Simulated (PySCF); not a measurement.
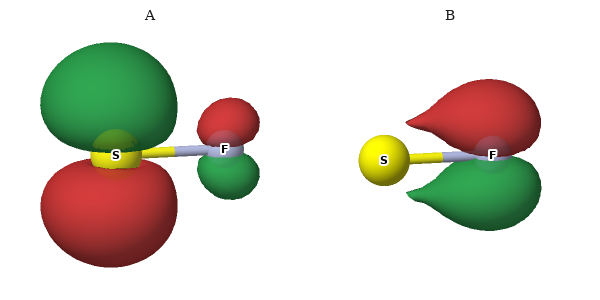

Figure 1: SF (charge −1). Two frontier orbitals, each drawn at the value that holds 80 % of its norm (green and red are the two phases), in no order; of a degenerate pair one member is drawn.

All numbers below come from PySCF, PBE0/def2-TZVPPD, non-relativistic Hamiltonian with scalar-relativistic core potentials where named, at a bond length of 1.714 Å.

Question: Name the orbitals and rank them from lowest to highest energy.

Answer: Orbital B: π, occupied, −5.86 eV; mainly on F (85 %).
Orbital A: π, occupied, −0.05 eV; mainly on S (90 %).
